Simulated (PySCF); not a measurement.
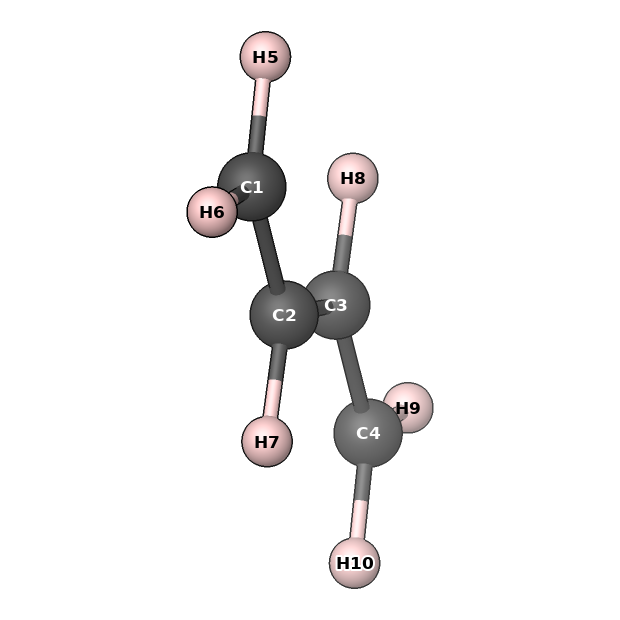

C3 lies behind C2. The molecule seen a little off the C2–C3 bond, C2 in front. Atoms fade into the background with distance from the viewer. Charge −1, doublet. The computed structure is the end point of a PBE0-D3(BJ)/def2-SVP optimisation. No frequency run is at hand to confirm it as a minimum.

What is the torsion angle C1–C2–C3–C4? The sign is positive where the front bond must turn clockwise to cover the back bond.

Answer. 180°, antiperiplanar (anti).
